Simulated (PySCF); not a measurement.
# One shape, several levels: C3H6B2 (SMILES BCBC#C)

We compute a comparison of 6 runs (HF/STO-3G, HF/6-311G*, HF/cc-pVTZ, HF/def2-TZVPPD, MP2/pcseg-0) of C3H6B2. 

The calculation is run with PySCF 2.14.0.

6 further runs of the same task are left out: 1 that didn't finish, 5 set aside as unsound or not needed.

**1. Starting point**

C3H6B2: 11 atoms, total charge 0, spin state singlet. SMILES: `BCBC#C`. The coordinates come from a GFN2-xTB relaxation. This is one conformer, not always the lowest.

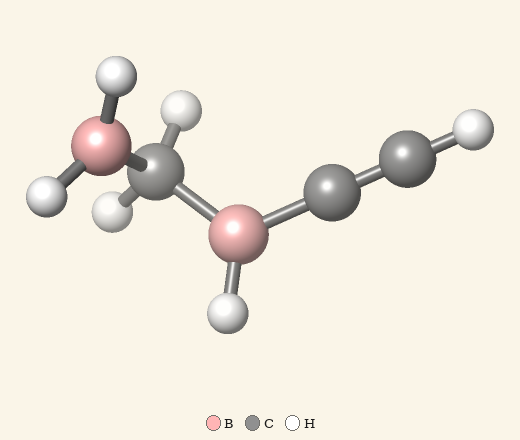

Viewed from a chosen angle; boron pink, carbon grey, hydrogen white.

**2. Localised orbitals at HF/STO-3G (density fitting with cc-pvtz-jkfit) (run 1)**

File job.py:

```python
import numpy
from pyscf import gto, scf, lo

mol = gto.Mole()
mol.atom = '''
B     -0.023489     3.062963     1.702360
C     -1.701472     1.253644     0.071696
B     -0.647666    -1.495605     0.567938
C      1.171744    -2.658580    -1.276056
C      2.607350    -3.597698    -2.776971
H      1.721748     4.078180     0.803323
H     -0.471203     3.367038     3.844893
H     -3.657792     1.326663     0.709932
H     -1.605889     1.721276    -1.929599
H     -1.258066    -2.640061     2.364085
H      3.864754    -4.417802    -4.081619
'''
mol.spin = 0
mol.verbose = 4
mol.cart = True
mol.basis = 'sto-3g'
mol.unit = 'bohr'
mol.max_memory = 1860
mol.build()

mf = scf.RHF(mol)
mf = mf.density_fit(auxbasis='cc-pvtz-jkfit')
mf.kernel()

etot = mf.e_tot
print('Final energy', etot)
occ = mf.mo_coeff[:, 5:mol.nelec[0]]
loc = lo.Boys(mol, occ).kernel()
r1 = numpy.einsum('xij,ip,jp->px', mol.intor('int1e_r'), loc, loc)
spread = numpy.einsum('ij,ip,jp->p', mol.intor('int1e_r2'), loc, loc) - (r1 ** 2).sum(1)
centres = r1 * 0.529177
print('orbital  centre (A)  spread (bohr^2)')
for i, (c, s) in enumerate(zip(centres, spread), 1):
    print('%3d %9.4f %9.4f %9.4f %9.4f' % (i, *c, s))
```

The run is started by

```bash
OMP_NUM_THREADS=1 python job.py
```

Standard output:

```text
PySCF version 2.14.0

[... 67 lines left out ...]
converged SCF energy = -164.362077863544
Final energy -164.3620778635435
[... 38 lines left out ...]
 12    1.1391   -1.8755   -0.8213    2.8134
```

Run time: 2.8 s. Hardware: 1 thread of Intel Xeon at 2.50GHz (Skylake/Cascade Lake), shared host; peak memory 0.12 GiB.

**3. The charge distribution at HF/6-311G(d) (IEF-PCM ethanol) (run 2)**

File mol.xyz:

```xyz
11

B     -0.012430     1.620850     0.900850
C     -0.900380     0.663400     0.037940
B     -0.342730    -0.791440     0.300540
C      0.620060    -1.406860    -0.675260
C      1.379750    -1.903820    -1.469510
H      0.911110     2.158080     0.425100
H     -0.249350     1.781760     2.034630
H     -1.935620     0.702040     0.375680
H     -0.849800     0.910860    -1.021100
H     -0.665740    -1.397060     1.251020
H      2.045140    -2.337800    -2.159900
```

File run.py:

```python
import numpy
from pyscf import gto, scf, lo, solvent

mol = gto.Mole()
mol.atom = 'mol.xyz'
mol.verbose = 4
mol.spin = 0
mol.max_memory = 1860
mol.basis = '6-311g*'
mol.build()

myscf = mol.RHF()
myscf = myscf.PCM()
myscf.with_solvent.method = 'IEF-PCM'
myscf.with_solvent.eps = 24.852  # ethanol
myscf.diis_start_cycle = 8
myscf.damp = 0.6
myscf.kernel()

e_final = myscf.e_tot
print('Final energy', e_final)
dip = myscf.dip_moment()
pop, q = myscf.mulliken_pop()
quad = myscf.quad_moment()
occ = myscf.mo_coeff[:, myscf.mo_occ > 0]
iaos = lo.vec_lowdin(lo.iao.iao(mol, occ), myscf.get_ovlp())
c = iaos.T @ myscf.get_ovlp() @ occ
pop_iao, q_iao = scf.hf.mulliken_pop(lo.iao.reference_mol(mol), (c * myscf.mo_occ[myscf.mo_occ > 0]) @ c.T, numpy.eye(c.shape[0]), verbose=0)
print('IAO charges', numpy.round(q_iao, 4))
```

The run is started by

```bash
OMP_NUM_THREADS=1 python run.py
```

Standard output:

```text
PySCF version 2.14.0

[... 42 lines left out ...]
WARN: PCM is an experimental feature. It is still in testing.
[... 20 lines left out ...]
Solvent Energy = -0.00521615605373636
[... 15 lines left out ...]
Solvent Energy = -0.00513791354830928
[... 15 lines left out ...]
Solvent Energy = -0.00517201512730581
[... 15 lines left out ...]
Solvent Energy = -0.00517001691377422
[... 7 lines left out ...]
Dipole moment(X, Y, Z, Debye):  0.06449, -0.28675, -0.92222
[... 123 lines left out ...]
IAO charges [ 0.1764 -0.5438  0.2585 -0.1863 -0.1719 -0.0235 -0.024   0.1544  0.1423
 -0.0059  0.2239]
```

Wall time 2 min (1 thread of Intel Xeon at 2.50GHz (Skylake/Cascade Lake), shared host); peak memory 0.49 GiB.

Atomic charges (e):

| atom | Mulliken | IAO |
| --- | --- | --- |
| B1 | +0.094 | +0.176 |
| C2 | -0.797 | -0.544 |
| B3 | +0.377 | +0.259 |
| C4 | -0.215 | -0.186 |
| C5 | -0.374 | -0.172 |
| H6 | +0.034 | -0.024 |
| H7 | +0.039 | -0.024 |
| H8 | +0.234 | +0.154 |
| H9 | +0.224 | +0.142 |
| H10 | +0.069 | -0.006 |
| H11 | +0.316 | +0.224 |

Runs 3 to 4 aren't shown in full; the table further down has their settings and results.

**4. The energy at MP2/pcseg-0 (SS(V)PE dichloromethane) (run 5)**

File run.py:

```python
from pyscf import gto, mp, solvent

mol = gto.M(
    atom='''
B     -0.012430     1.620850     0.900850
C     -0.900380     0.663400     0.037940
B     -0.342730    -0.791440     0.300540
C      0.620060    -1.406860    -0.675260
C      1.379750    -1.903820    -1.469510
H      0.911110     2.158080     0.425100
H     -0.249350     1.781760     2.034630
H     -1.935620     0.702040     0.375680
H     -0.849800     0.910860    -1.021100
H     -0.665740    -1.397060     1.251020
H      2.045140    -2.337800    -2.159900
''',
    verbose=3,
    spin=0,
    basis='pcseg-0',
    symmetry=True,
    max_memory=1860,
)

calc0 = mol.RHF()
calc0 = calc0.PCM()
calc0.with_solvent.method = 'SS(V)PE'
calc0.with_solvent.eps = 8.93  # dichloromethane
calc0.kernel()

pt = mp.MP2(calc0).run()
e_final = pt.e_tot
print(f'total energy: {e_final:.8f} hartree')
```

The run is started by

```bash
OMP_NUM_THREADS=1 python run.py
```

Standard output:

```text
WARN: PCM is an experimental feature. It is still in testing.
Features and APIs may be changed in the future.

converged SCF energy = -165.955023921686
E(RMP2) = -166.32776818629  E_corr = -0.372744264603953
E(SCS-RMP2) = -166.329046539776  E_corr = -0.374022618089365
total energy: -166.32776819 hartree
```

Run time: 30 s. Hardware: 1 thread of Intel Xeon at 2.50GHz (Skylake/Cascade Lake), shared host; peak memory 0.34 GiB.

**5. A single-point energy at MP2/pcseg-0 (density fitting, SS(V)PE dichloromethane) (run 6)**

File run.py:

```python
# BCBC#C
from pyscf import gto, scf, mp, solvent

system = gto.M(
    atom='''
B   -0.012430   1.620850   0.900850
C   -0.900380   0.663400   0.037940
B   -0.342730  -0.791440   0.300540
C    0.620060  -1.406860  -0.675260
C    1.379750  -1.903820  -1.469510
H    0.911110   2.158080   0.425100
H   -0.249350   1.781760   2.034630
H   -1.935620   0.702040   0.375680
H   -0.849800   0.910860  -1.021100
H   -0.665740  -1.397060   1.251020
H    2.045140  -2.337800  -2.159900
''',
    basis='pcseg-0',
    verbose=3,
    max_memory=1860,
    symmetry=True,
    charge=0,
    spin=0,
)

myscf = scf.RHF(system)
myscf = myscf.density_fit()
myscf = myscf.PCM()
myscf.with_solvent.method = 'SS(V)PE'
myscf.with_solvent.eps = 8.93  # dichloromethane
myscf.kernel()

pt = mp.MP2(myscf).run()
e_final = pt.e_tot
print('E = %.10f Eh' % e_final)
```

The run is started by

```bash
OMP_NUM_THREADS=1 python run.py
```

Standard output:

```text
WARN: PCM is an experimental feature. It is still in testing.
Features and APIs may be changed in the future.

WARN: Even tempered Gaussians are generated as DF auxbasis for  H C B

converged SCF energy = -165.955347235787
E(DFRMP2) = -166.327731811914  E_corr = -0.372384576127495
E(SCS-DFRMP2) = -166.328530772552  E_corr = -0.37318353676597
E = -166.3277318119 Eh
```

It took 29 s on 1 thread of Intel Xeon at 2.50GHz (Skylake/Cascade Lake), shared host; peak memory 0.34 GiB.

**6. Overview of the runs**

```
run                                                       level        task  integral approximation  energy (Eh)  dipole moment (D) of the reference  HOMO energy (eV)  LUMO energy (eV)  wall time
  1              HF/STO-3G (density fitting with cc-pvtz-jkfit)    localise           cc-pvtz-jkfit  -164.362078                                0.60             -8.97              4.97      2.8 s
  2                                HF/6-311G* (IEF-PCM ethanol)  properties                    none  -166.423676                                0.97            -10.75              1.38      2 min
  3      HF/cc-pVTZ (sfX2C, density fitting with cc-pvdz-jkfit)      energy           cc-pvdz-jkfit  -166.502287                                0.79            -10.70              1.21      8.1 s
  4  HF/def2-TZVPPD (sfX2C, density fitting with cc-pvdz-jkfit)      energy           cc-pvdz-jkfit  -166.506787                                0.77            -10.72              1.07       12 s
  5                       MP2/pcseg-0 (SS(V)PE dichloromethane)      energy                    none  -166.327768                                0.98            -10.88              1.30       30 s
  6      MP2/pcseg-0 (density fitting, SS(V)PE dichloromethane)      energy                    auto  -166.327732                                1.00            -10.88              1.33       29 s
```

**7. Results**

| quantity | value |
| --- | --- |
| run 6: total energy | -166.32773 Eh |
| run 6: dipole moment (Hartree–Fock density) | 1.00 D |
| run 6: HOMO energy (Hartree–Fock orbitals) | -10.88 eV |
| run 6: LUMO energy (Hartree–Fock orbitals) | 1.33 eV |
| run 6: HOMO–LUMO gap (Hartree–Fock orbitals) | 12.20 eV |
| run 6: correlation energy | -372.4 mEh |
| run 6: solvent term in the energy | -10.9 kJ/mol |

Over runs 1, 2, 3, 4 the dipole moment (its size) runs from 0.60 D (HF/STO-3G) to 0.97 D (HF/6-311G*). The two ends differ in basis and solvent. Over runs 1, 2, 3, 4 the HOMO–LUMO gap runs from 11.79 eV (HF/def2-TZVPPD) to 13.94 eV (HF/STO-3G). The two ends differ in basis and Hamiltonian. In run 1 the basis is minimal, so the values are rough. All runs together took 3.4 min, the longest 2 min.
